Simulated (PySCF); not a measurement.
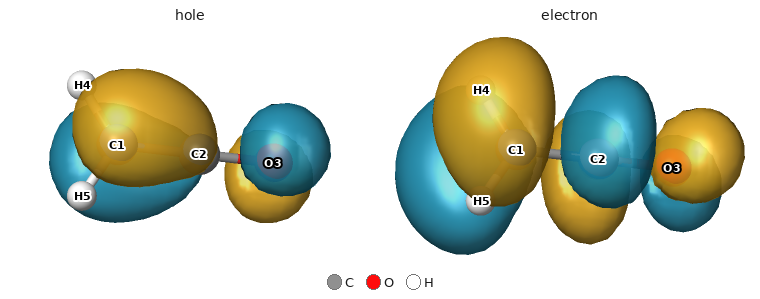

C2H2O, SMILES `C=C=O`. Leading natural transition orbital pair of S₃ (TDA singlet states); the surfaces enclose about 78 % of each orbital's density.

Method: PBE0/def2-TZVP; geometry: GFN2-xTB; program: PySCF. No frequency check shows the geometry to be a minimum. Without diffuse functions Rydberg states are missing, so the states' numbers hold for this basis only.

> What kind of excitation is it, and where does it lie?

8.06 eV (154 nm), f = 0.072, π → π*; the leading pair carries 64 %; hole on C1 (38 %), O3 (32 %) and C2 (15 %), electron on C2 (39 %), C1 (24 %) and O3 (22 %) (shares are of the whole state, not of the leading pair alone); their centroids lie 0.0 Å apart. In canonical orbitals it is mainly HOMO → LUMO+2 (62 %). The HOMO–LUMO gap is 6.24 eV.
